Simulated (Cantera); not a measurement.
Charge: 1 mol C2H4, 0.01 mol NH3, 0.39 mol H2, equilibrated at 77.0 Pa.

Method: chemical equilibrium by Gibbs-energy minimisation in Cantera with the NASA 1993 tables (ideal gas, pure condensed phases). Candidate condensed phases: C, C6H6, C7H8, C8H18; 110 gas species. Ions and electrons are included (thermal ionisation). Kinetics and transport are ignored.

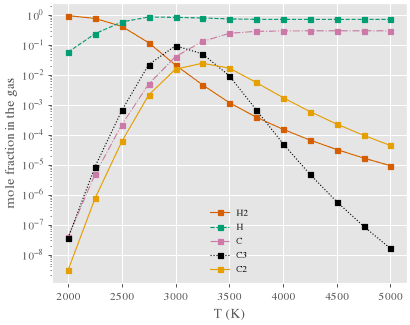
Fig. 1. Equilibrium gas composition (values under 1e-9 drawn at 1e-9)

Problem. Read off the mole fractions at 2000 K.

Solution. H2 about 0.94, H about 0.057, C about 4.0e-8, C3 about 3.6e-8.
